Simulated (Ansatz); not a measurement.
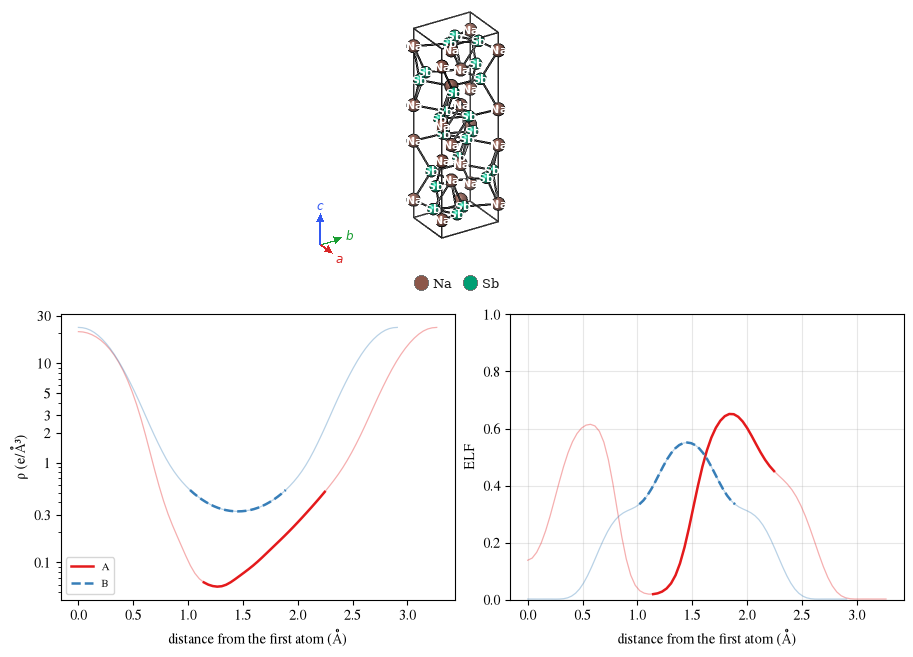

Na2Sb3. Valence charge density (pseudo) and electron localisation function along straight lines between neighbouring atoms. Thin, pale parts lie inside the atomic spheres. The structure is drawn too.

Space group R-3c; started from the corundum_167 prototype, which need not be the ambient phase.

Method: Ansatz 0.2.0, DFT PBE, scalar-relativistic, plane waves, PAW.

The density is the valence pseudo-density of a PAW calculation; it isn't the true density close to the nuclei.

```yaml
crystal:
  lattice:
    - [7.97691, 0.00000, 0.00000]
    - [-3.98845, 6.90820, 0.00000]
    - [0.00000, 0.00000, 18.05032]
  atoms:
    - { symbol: Na, position: [0.66667, 0.33333, 0.23921] }
    - { symbol: Na, position: [0.33333, 0.66667, 0.57254] }
    - { symbol: Na, position: [0.00000, 0.00000, 0.90587] }
    - { symbol: Na, position: [0.33333, 0.66667, 0.26079] }
    - { symbol: Na, position: [0.00000, 0.00000, 0.59413] }
    - { symbol: Na, position: [0.66667, 0.33333, 0.92746] }
    - { symbol: Na, position: [0.00000, 0.00000, 0.09413] }
    - { symbol: Na, position: [0.66667, 0.33333, 0.42746] }
    - { symbol: Na, position: [0.33333, 0.66667, 0.76079] }
    - { symbol: Na, position: [0.33333, 0.66667, 0.07254] }
    - { symbol: Na, position: [0.00000, 0.00000, 0.40587] }
    - { symbol: Na, position: [0.66667, 0.33333, 0.73921] }
    - { symbol: Sb, position: [0.87713, 0.33333, 0.08333] }
    - { symbol: Sb, position: [0.54379, 0.66667, 0.41667] }
    - { symbol: Sb, position: [0.21046, 0.00000, 0.75000] }
    - { symbol: Sb, position: [0.66667, 0.54379, 0.08333] }
    - { symbol: Sb, position: [0.33333, 0.87713, 0.41667] }
    - { symbol: Sb, position: [0.00000, 0.21046, 0.75000] }
    - { symbol: Sb, position: [0.45621, 0.12287, 0.08333] }
    - { symbol: Sb, position: [0.12287, 0.45621, 0.41667] }
    - { symbol: Sb, position: [0.78954, 0.78954, 0.75000] }
    - { symbol: Sb, position: [0.78954, 0.00000, 0.25000] }
    - { symbol: Sb, position: [0.45621, 0.33333, 0.58333] }
    - { symbol: Sb, position: [0.12287, 0.66667, 0.91667] }
    - { symbol: Sb, position: [0.00000, 0.78954, 0.25000] }
    - { symbol: Sb, position: [0.66667, 0.12287, 0.58333] }
    - { symbol: Sb, position: [0.33333, 0.45621, 0.91667] }
    - { symbol: Sb, position: [0.21046, 0.21046, 0.25000] }
    - { symbol: Sb, position: [0.87713, 0.54379, 0.58333] }
    - { symbol: Sb, position: [0.54379, 0.87713, 0.91667] }
```

Which curve belongs to which contact (Na–Sb and Sb–Sb)? The first atom named is at distance zero.

Curve A: Na–Sb (3.27 Å): the density is about 0.1 e/Å³ at the midpoint, with its minimum of 0.06 e/Å³ about 1.3 Å from Na; the ELF peaks at about 0.65 in the valence shell of Sb, 1.4 Å from its nucleus, and is about 0.50 at the midpoint. Curve B: Sb–Sb (2.91 Å): ρ at the midpoint is about 0.33 e/Å³; the ELF reaches about 0.55 near the midpoint.
